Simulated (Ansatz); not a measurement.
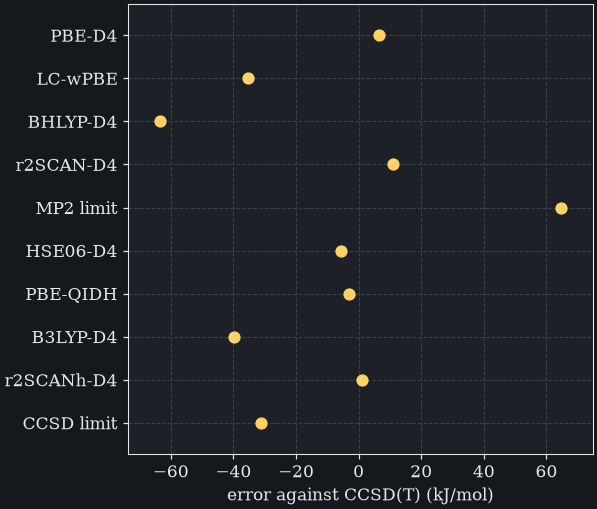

Error in the electronic atomisation energy (method less reference, so positive means overbinding) of SiHCl₃, SMILES Cl[SiH](Cl)Cl: functionals in def2-TZVPP against frozen-core CCSD(T) at the limit (MP2 extrapolated from triple and quadruple zeta, plus CCSD(T) less MP2 in a smaller set), which gives 1560.5 kJ/mol, at a PBE0-D4/def2-TZVP geometry (a minimum by its frequencies), no zero-point or spin-orbit term, the Ansatz code 0.2.0. The reference leaves out core correlation, a term that grows with the number of heavy atoms. PBE-QIDH holds a correlation term that converges slowly with the basis, so part of the distance to the limit is basis error. No dispersion term is added to LC-wPBE and PBE-QIDH. Limit means the basis limit.

Q: What range do the values span?

A: From −63.4 kJ/mol (BHLYP-D4) to 64.6 kJ/mol (MP2 limit).

Q: Which of these levels overbind, and which underbind?

A: Overbind: MP2 limit. Underbind: LC-wPBE, BHLYP-D4, B3LYP-D4 and CCSD limit. Within 20 kJ/mol of zero, too close to call in view of what the reference leaves out: PBE-D4, r2SCAN-D4, HSE06-D4, PBE-QIDH and r2SCANh-D4.
